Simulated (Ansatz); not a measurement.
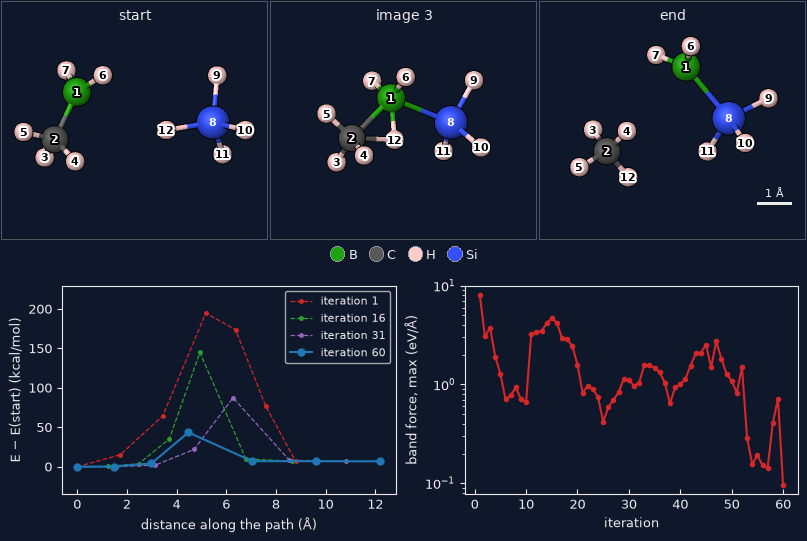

NEB run on CH9BSi, made up at the start of CH$_{5}$B and SiH4. Images are numbered from 0 (start) to 6 (end). The plot follows the band through its iterations. The picture is a ball-and-stick view, seen at a tilt.

Level of theory: RHF/def2-SVP (Ansatz). Set-up: 5 movable images; climbing image; force threshold 0.05 eV/Å; iteration limit 60; starting path through a guess of the saddle point.

Q: How did the profile develop, and is the result final?

A: The result isn't final. The band hadn't converged when the run stopped after 60 iterations. The largest component of the band force went from 8 to 0.096 eV/Å. The barrier read from it is provisional, though the highest image hardly moved in the last two iterations. The first iteration put the highest image at 194.6 kcal/mol. Forward barrier 43.5 kcal/mol, backward barrier 36.6 kcal/mol, with image 3 at the top; the reaction energy is +6.8 kcal/mol.

Limits of the set-up: the start holds two separate molecules, 3.4 Å apart at their closest, whose relative position is a soft coordinate and is computed without a dispersion correction; Hartree-Fock leaves out electron correlation.
